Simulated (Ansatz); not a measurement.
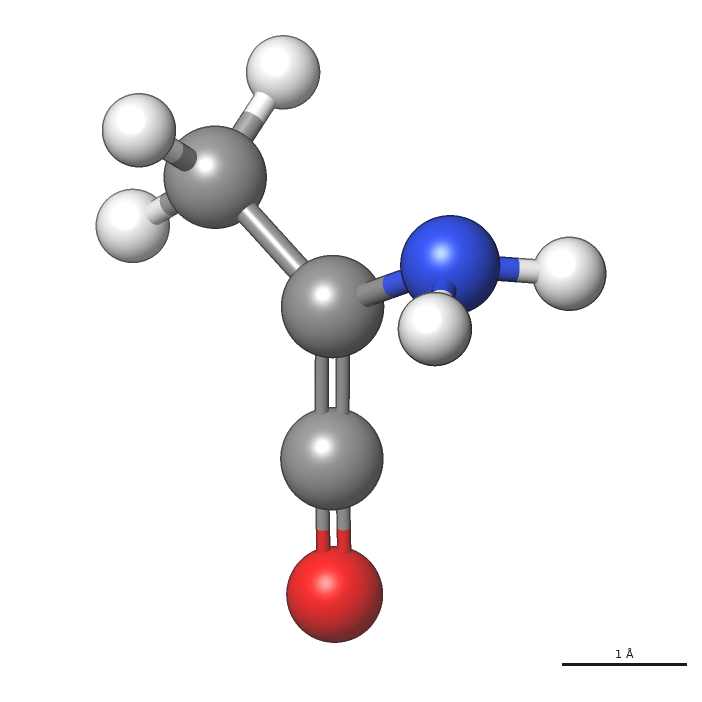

Rendered structure (ball-and-stick style). Double and triple bonds are drawn as two and three sticks. Colours: carbon grey, nitrogen blue, oxygen red, hydrogen white.

Question: Give the formula.

Answer: C₃H₅NO, 10 atoms: 3 carbon, 5 hydrogen, 1 nitrogen and 1 oxygen.

Question: Write the SMILES.

Answer: CC(N)=C=O

Question: Count the bonded pairs by element.

Answer: 3 C–H, 2 C–C, 2 N–H, 1 C–N, 1 C–O.

More results for the same structure follow; atom numbers are the same in all pictures, views and colours differ. The computed structure is the end point of a PBE0-D4/def2-TZVP optimisation.

Shape

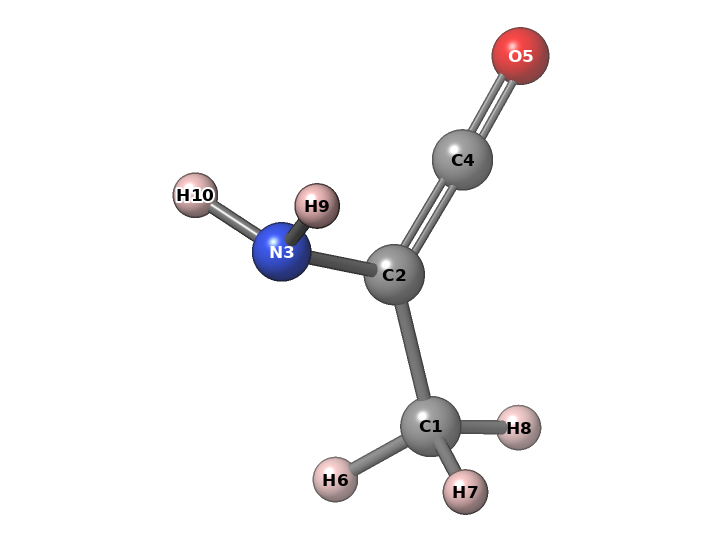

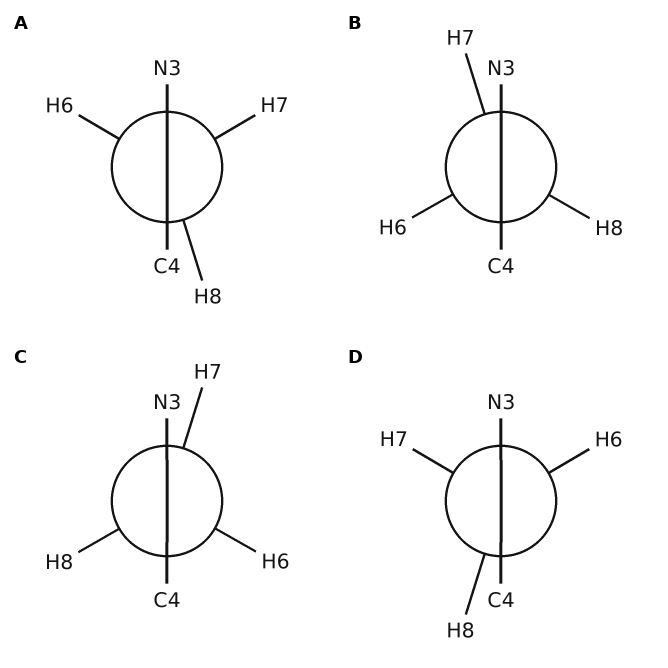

Depth is shown by fading: the farther an atom, the more it takes the colour of the background. Bonds that would overlap in a projection are set slightly apart.

Question: Which Newman projection shows the view along C2–C1, with C2 in front?

Answer: D. The torsion angle N3–C2–C1–H6 is 60°, synclinal (gauche).

Levels of theory compared

Program: Ansatz 0.2.0.

At this fixed geometry, give HOMO energy (eV), dipole (D) at these levels: B3LYP-D4/def2-TZVPP; PBE-D4/def2-TZVPP; r2SCAN-D4/def2-TZVPP; ωB97M-V/def2-TZVPP.

| level | HOMO energy (eV) | dipole (D) |
| --- | --- | --- |
| B3LYP-D4/def2-TZVPP | −6.13 | 1.13 |
| PBE-D4/def2-TZVPP | −5.09 | 1.14 |
| r2SCAN-D4/def2-TZVPP | −5.28 | 1.17 |
| ωB97M-V/def2-TZVPP | −8.52 | 1.02 |

Vibrations

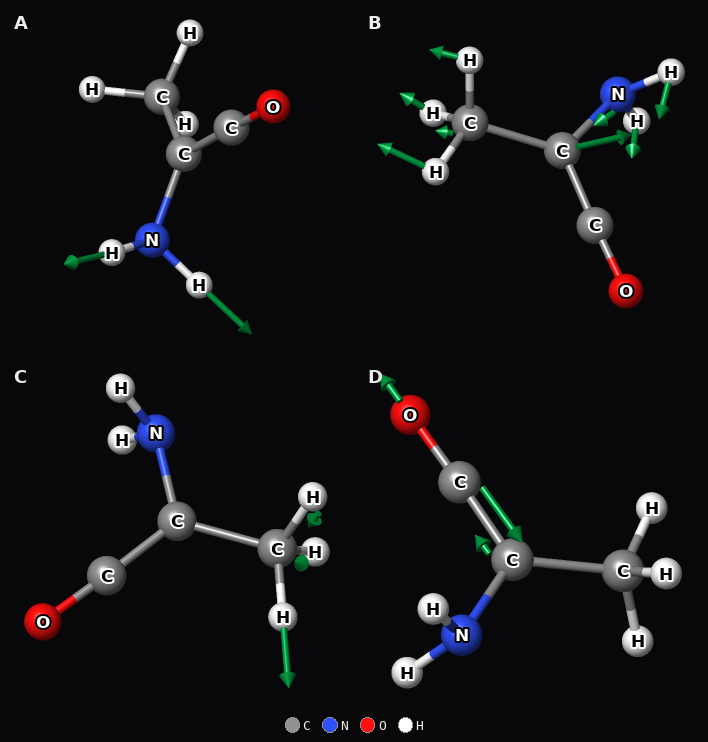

4 normal modes of one molecule or complex, as arrows. Harmonic vibrations computed with RKS PBE0-D4/def2-TZVP (Ansatz 0.2.0) at a stationary point of the same level.

Question: Match the panels to the wavenumbers 1274 cm⁻¹, 2217 cm⁻¹, 3128 cm⁻¹, 3544 cm⁻¹.

Answer: A: 3544 cm⁻¹, in-phase stretching of 2 N–H bonds
B: 1274 cm⁻¹
C: 3128 cm⁻¹, C–H stretching
D: 2217 cm⁻¹

Charges

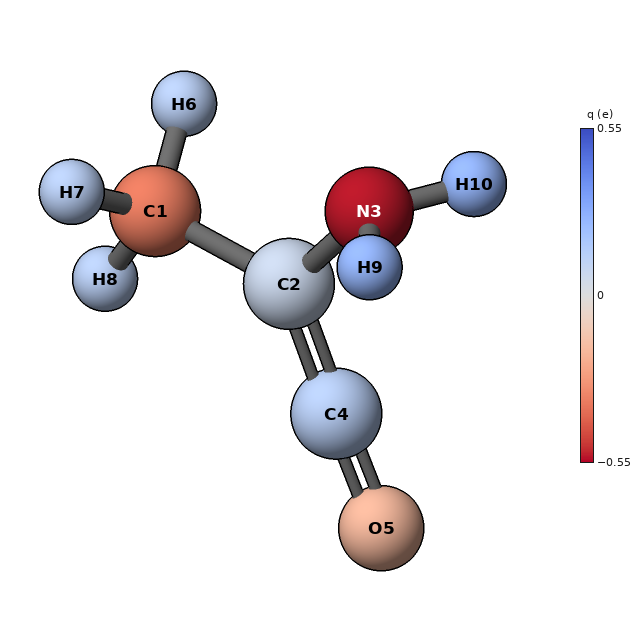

Atoms are coloured by their Mulliken charges. Level of theory: RKS PBE0-D4/def2-TZVP (Ansatz 0.2.0).

Question: Which atom carries the highest charge (most positive or least negative)?

Answer: H9, H10 (0.24 e).

Question: And the lowest?

Answer: N3 (−0.53 e).

Give the Mulliken charges atom by atom.

| atom | value (e) |
| --- | --- |
| C1 | −0.34 |
| C2 | 0.07 |
| N3 | −0.53 |
| C4 | 0.13 |
| O5 | −0.17 |
| H6 | 0.12 |
| H7 | 0.12 |
| H8 | 0.12 |
| H9 | 0.24 |
| H10 | 0.24 |

Mulliken values depend strongly on the basis set and can even reverse the polarity of a bond.
